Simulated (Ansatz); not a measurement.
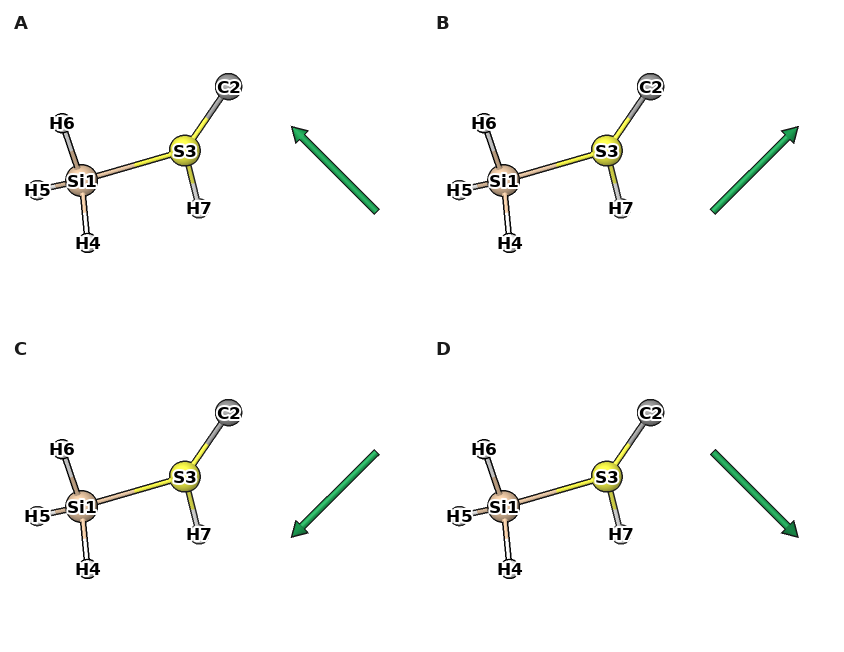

The same molecule four times, each with an arrow. The computed structure is the end point of a PBE-D4/def2-SVP optimisation. No frequency run is at hand to confirm it as a minimum. Method: RKS PBE-D4/def2-SVP (Ansatz 0.2.0).

Which arrow points along the dipole moment, from the negative to the positive end?

Answer. C. The dipole moment is 4.27 D; it points from the side of C2 to the side of H4, H5 (the outermost atoms at the two ends).
